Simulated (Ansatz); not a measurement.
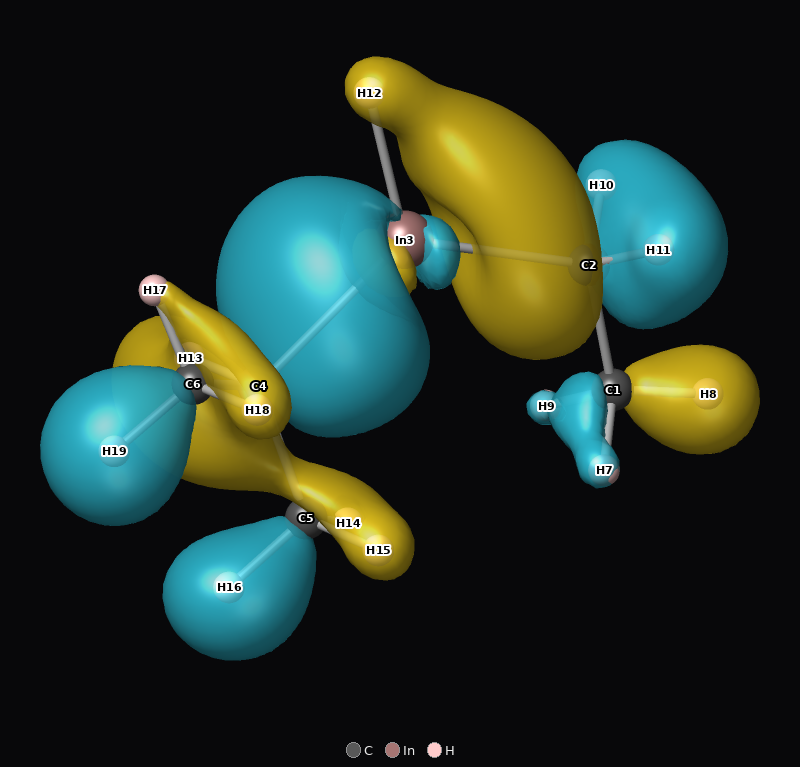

The picture shows: C$_{5}$H$_{13}$In (SMILES C[CH2][InH][CH](C)C). The HOMO at ±0.08 Å⁻³ᐟ² (yellow and cyan are the two phases), seen at a tilt.

Geometry: PBE0-D4/def2-TZVP; core potentials replace the inner electrons of In.

The calculation used RKS PBE0-D4/def2-TZVPP in Ansatz 0.2.0.

The calculation's input:

```
crystal:
  periodic: [false, false, false]
  atoms:
    - {symbol: C, position_ang: [1.044137, -1.626989, -1.899533]}
    - {symbol: C, position_ang: [1.839352, -1.527994, -0.604913]}
    - {symbol: In, position_ang: [1.202590, -0.025296, 0.830528]}
    - {symbol: C, position_ang: [-0.581563, 1.222865, 0.614261]}
    - {symbol: C, position_ang: [-1.535095, 0.753227, -0.475472]}
    - {symbol: C, position_ang: [-1.297661, 1.385996, 1.949406]}
    - {symbol: H, position_ang: [-0.007279, -1.861726, -1.716053]}
    - {symbol: H, position_ang: [1.437552, -2.407108, -2.560831]}
    - {symbol: H, position_ang: [1.064868, -0.690814, -2.463989]}
    - {symbol: H, position_ang: [2.896233, -1.327933, -0.810570]}
    - {symbol: H, position_ang: [1.827410, -2.483351, -0.068571]}
    - {symbol: H, position_ang: [2.171648, 0.208817, 2.262827]}
    - {symbol: H, position_ang: [-0.180664, 2.203014, 0.323803]}
    - {symbol: H, position_ang: [-1.055533, 0.699713, -1.455615]}
    - {symbol: H, position_ang: [-1.940802, -0.240379, -0.259214]}
    - {symbol: H, position_ang: [-2.394438, 1.431271, -0.566103]}
    - {symbol: H, position_ang: [-0.636551, 1.766714, 2.732231]}
    - {symbol: H, position_ang: [-1.712383, 0.437047, 2.305944]}
    - {symbol: H, position_ang: [-2.141829, 2.082908, 1.861866]}
basis:
  gaussian: {orbitals: def2-TZVPP}
hamiltonian: {xc: pbe0, dispersion: d4}
output: {orbitals: {seedname: orbitals}}
```

Command:

```sh
ansatz run in.yaml --threads 2 --pin off --events-out ev --progress --plain --max-ram 22528MiB --backend cuda --devices 0, --max-vram 18GiB
```

### Where does this orbital lie, and at what energy?

By Hirshfeld shares it lies mainly on C4 (about 30 %), In3 (about 20 %) and C2 (about 15 %). Its energy is −6.40 eV.
